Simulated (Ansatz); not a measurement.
BH$_{3}$SOF$_{2}$: geometry relaxation (part 2 of 2)

Continued. System: BH$_{3}$SOF$_{2}$. Method: UKS PBE-D4/def2-SVP (Ansatz 0.2.0). The input holds or restrains some coordinates. Forces given for the steps count only the free coordinates. It belongs to a series of runs on one base structure; here: pulled along the bonds that form and break, towards end A.

Geometry of the input (Å):
```
B  -0.6741  0.4116  -0.2126
O  1.0298  0.4516  -0.6005
F  -1.3530  0.1767  -1.3178
F  -0.9959  1.4418  0.5372
H  1.1020  -0.6226  0.0816
S  -0.2480  -1.3995  0.9702
H  1.1338  0.2481  -1.5347
H  0.0054  -0.7077  2.0766
```

```
  distance B 0 - S 5 = 3.1920 Å
  distance H 4 - O 1 = 2.2737 Å
  distance B 0 - O 1 = 1.4299 Å
  distance H 4 - S 5 = 1.3628 Å
972 factors; their error is unknown
mean field -19023.15835237 eV, -699.0881750898 hartree, gradient 6.4e-5 eV, S^2 0.000000; 1 other end points of the search recorded, 0 dependent functions left out
the calculation of the forces begins
reference -19023.15838198 eV, -699.0881761779 hartree; 25, 25 occupied and 64, 64 virtual orbitals, 972 factors
Total energy: -19023.29269466 eV, -699.0931120778 hartree
Atom 0 at    -0.529899     0.793591    -0.557722 Å, force     2.093633    -0.071460    -0.398798 eV/Å
Atom 1 at     0.871342     0.745395    -0.838595 Å, force    -2.080263     0.091856     0.314161 eV/Å
Atom 2 at    -1.429253     0.335331    -1.426840 Å, force     0.006177     0.019650     0.034912 eV/Å
Atom 3 at    -0.921665     1.397601     0.557706 Å, force    -0.011903    -0.025170    -0.045256 eV/Å
Atom 4 at     1.049773    -0.988859     0.620995 Å, force     0.031805    -0.023130     0.029358 eV/Å
Atom 5 at     0.114027    -1.779826     1.217552 Å, force    -0.035289    -0.022035     0.026309 eV/Å
Atom 6 at     1.011440     0.299752    -1.696139 Å, force    -0.006284     0.036423     0.041750 eV/Å
Atom 7 at    -0.165765    -0.802986     2.123042 Å, force     0.002124    -0.006133    -0.002436 eV/Å
Dipole moment:     0.222651     0.022354    -0.220706 e Å
```

**Trajectory as extended XYZ (Å, eV, eV/Å), 9 frames, from step=1 to step=9**
```
8
Properties=species:S:1:pos:R:3:forces:R:3 step=1 energy=-19022.19886
B    -0.6741    0.4116   -0.2126    2.4688  -1.2770   0.4419
O     1.0298    0.4516   -0.6005   -1.1702  -0.8797   2.0544
F    -1.3530    0.1767   -1.3178   -0.5012  -0.4084  -0.8479
F    -0.9959    1.4418    0.5372   -0.1199   0.7102   0.6687
H     1.1020   -0.6226    0.0816   -0.7551   1.2809  -0.7576
S    -0.2480   -1.3995    0.9702   -0.1501   0.3625  -1.4178
H     1.1338    0.2481   -1.5347    0.0616  -0.2824  -0.8846
H     0.0054   -0.7077    2.0766    0.1660   0.4940   0.7428
8
Properties=species:S:1:pos:R:3:forces:R:3 step=2 energy=-19022.07735
B    -0.6375    0.5415   -0.3104    3.8004  -0.6036  -0.7428
O     0.9805    0.5606   -0.6492   -2.3709  -0.1200   1.6173
F    -1.3692    0.1793   -1.3377   -0.6756  -0.3008  -0.5362
F    -1.0063    1.4631    0.5434   -0.2091   0.3244   0.5977
H     1.0406   -0.7675    0.1966   -1.5226  -0.2228   0.7887
S    -0.1483   -1.5221    1.0243    0.9861   0.8554  -1.4092
H     1.1333    0.2497   -1.5497   -0.1706  -0.1616  -0.6717
H     0.0068   -0.7046    2.0826    0.1623   0.2291   0.3563
8
Properties=species:S:1:pos:R:3:forces:R:3 step=3 energy=-19022.67805
B    -0.5971    0.6694   -0.4114    4.1889  -0.0296  -1.0718
O     0.9291    0.6812   -0.7048   -3.0458   0.2244   0.8995
F    -1.3799    0.1733   -1.3431   -0.5951  -0.1710  -0.2678
F    -1.0098    1.4629    0.5524   -0.1386   0.0236   0.2625
H     0.9922   -0.9174    0.3114   -1.3036  -0.7422   1.0747
S    -0.0725   -1.6134    1.0677    1.1229   0.7483  -0.7497
H     1.1290    0.2482   -1.5555   -0.3137   0.0204  -0.0852
H     0.0090   -0.7041    2.0833    0.0850  -0.0739  -0.0622
8
Properties=species:S:1:pos:R:3:forces:R:3 step=4 energy=-19023.18772
B    -0.5514    0.8166   -0.5306    2.1859  -0.7146   0.0056
O     0.8710    0.7945   -0.7637   -2.1434   0.2798   0.2260
F    -1.3880    0.1653   -1.3434    0.0588   0.4363   0.0435
F    -1.0031    1.4513    0.5558    0.1684  -0.0155  -0.5946
H     0.9516   -1.0545    0.4177    0.0418  -0.0382   0.0702
S    -0.0032   -1.7134    1.1301   -0.0010   0.1672   0.4166
H     1.1126    0.2511   -1.5419   -0.2861   0.2085   0.0952
H     0.0106   -0.7109    2.0758   -0.0244  -0.3234  -0.2626
8
Properties=species:S:1:pos:R:3:forces:R:3 step=5 energy=-19023.21891
B    -0.5172    0.7230   -0.5189    1.7148   0.6208  -1.5397
O     0.8810    0.7807   -0.8329   -1.9670  -0.2746   0.7926
F    -1.3879    0.3213   -1.4685    0.2766  -0.0936   0.6324
F    -0.9506    1.3550    0.5620    0.0229  -0.2473   0.1253
H     0.8953   -1.0041    0.5208    0.0871  -0.1803  -0.0118
S     0.0580   -1.7850    1.2683    0.0388   0.4505   0.0957
H     1.0591    0.3566   -1.6922   -0.1045   0.0041  -0.0170
H    -0.0376   -0.7474    2.1614   -0.0689  -0.2796  -0.0775
8
Properties=species:S:1:pos:R:3:forces:R:3 step=6 energy=-19023.27237
B    -0.5120    0.7886   -0.5666    1.3674  -0.4921  -0.5214
O     0.8853    0.7637   -0.8495   -2.0656   0.1952   0.5097
F    -1.4096    0.3245   -1.4668    0.5230   0.4063   0.5546
F    -0.9319    1.2894    0.5992    0.1884  -0.0164  -0.5432
H     0.9491   -1.0152    0.5723    0.0762  -0.0908  -0.0341
S     0.0530   -1.7702    1.2678    0.0224   0.2004   0.1699
H     1.0466    0.3662   -1.7245   -0.0596   0.0051  -0.0382
H    -0.0804   -0.7470    2.1681   -0.0523  -0.2077  -0.0973
8
Properties=species:S:1:pos:R:3:forces:R:3 step=7 energy=-19023.28564
B    -0.5142    0.7787   -0.5604    2.1816  -0.0205  -0.3140
O     0.8875    0.7580   -0.8489   -2.1257   0.0050   0.1576
F    -1.4115    0.2972   -1.4159   -0.0293   0.0320  -0.0226
F    -0.8983    1.3713    0.5622   -0.0867   0.0055  -0.0077
H     0.9871   -0.9929    0.5938    0.0860   0.0241   0.0236
S     0.0908   -1.7788    1.2498   -0.0618  -0.1498  -0.0295
H     1.0177    0.3657   -1.7361    0.0308   0.0279   0.1496
H    -0.1591   -0.7993    2.1554    0.0052   0.0757   0.0432
8
Properties=species:S:1:pos:R:3:forces:R:3 step=8 energy=-19023.28884
B    -0.5188    0.7830   -0.5599    2.1275   0.0381  -0.4472
O     0.8788    0.7615   -0.8636   -2.1188   0.0654   0.5642
F    -1.4252    0.3397   -1.4273   -0.0271  -0.0299   0.0109
F    -0.8982    1.3579    0.5736   -0.0423   0.0159  -0.0057
H     1.0104   -0.9569    0.6145    0.0994   0.0194   0.0052
S     0.1199   -1.7775    1.2337   -0.0660  -0.1248  -0.0069
H     1.0135    0.3038   -1.7107    0.0361  -0.0351  -0.1604
H    -0.1804   -0.8115    2.1397   -0.0088   0.0511   0.0400
8
Properties=species:S:1:pos:R:3:forces:R:3 step=9 energy=-19023.29267
B    -0.5299    0.7936   -0.5577    2.0936  -0.0715  -0.3988
O     0.8713    0.7454   -0.8386   -2.0803   0.0919   0.3142
F    -1.4293    0.3353   -1.4268    0.0062   0.0197   0.0349
F    -0.9217    1.3976    0.5577   -0.0119  -0.0252  -0.0453
H     1.0498   -0.9889    0.6210    0.0318  -0.0231   0.0294
S     0.1140   -1.7798    1.2176   -0.0353  -0.0220   0.0263
H     1.0114    0.2998   -1.6961   -0.0063   0.0364   0.0418
H    -0.1658   -0.8030    2.1230    0.0021  -0.0061  -0.0024
```

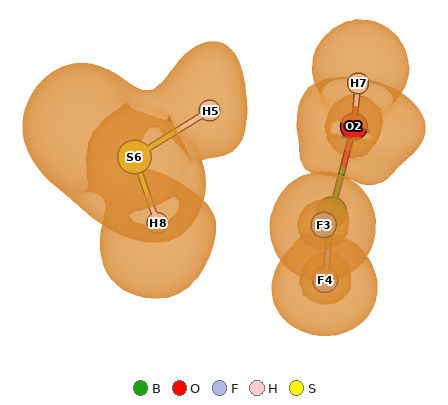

**Figure 1.** Isosurface of the electron localisation function at 0.75 (orange), seen at a tilt. Core shells and regions of very low density are left out. Values along the shortest contacts: B1···S6 (3.19 Å): the ELF is only about 0.05 between them; a non-bonded, intermolecular contact. B–F (1.33 Å): the ELF peaks at about 0.85 between the atoms (a shared but strongly polarised pair).

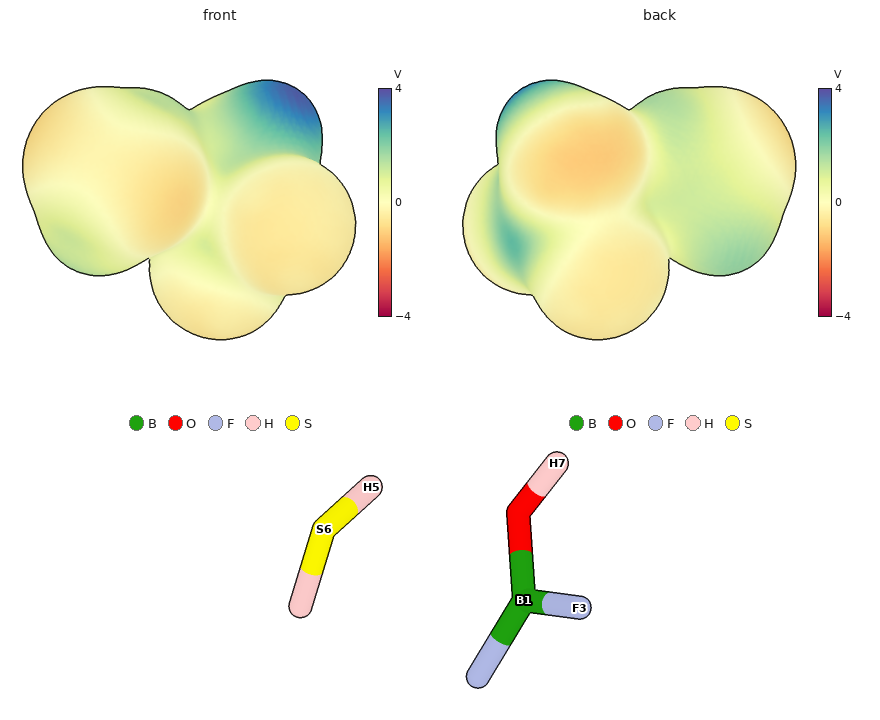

**Figure 2.** The molecular electrostatic potential painted on the density surface at 0.004 e/bohr³, seen at a tilt and from behind; red is negative and blue positive. The bare structure is drawn below in the same view.

**Summary**

```tsv
quantity	value
outcome	converged under the restraints of the input
total energy	−19023.2927 eV
mean-field energy	−19023.1584 eV
largest force (length of the vector) at the end, held atoms and coordinates included	2.132 eV/Å
hardware	2 threads of AMD EPYC (Zen 5), 16 GiB of memory available, shared host
wall time	7.5 s (CPU time 14 s)
peak memory	0.19 GiB
```
